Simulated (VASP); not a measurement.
Band structure of NbN (rock salt). Computed with vdW-DF-cx, VASP's PBE PAW potentials (set 64) (plane waves; VASP).

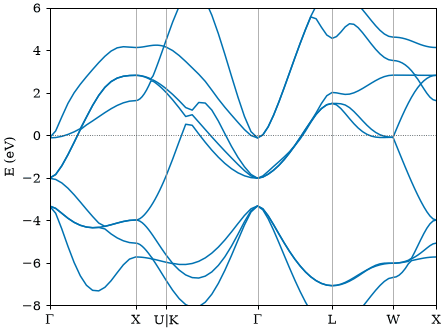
Figure: Bands along high-symmetry lines, zero at the valence-band maximum or, without a gap, the Fermi level

Question: Read the plot: is there a gap, and where are the band edges?

Answer: It has no gap at this level: it comes out as a metal or semimetal. (Edges off the drawn lines would not show.)

The compound is NbN in the rock salt structure, the cubic δ form, which competes with hexagonal ones. It was relaxed first.
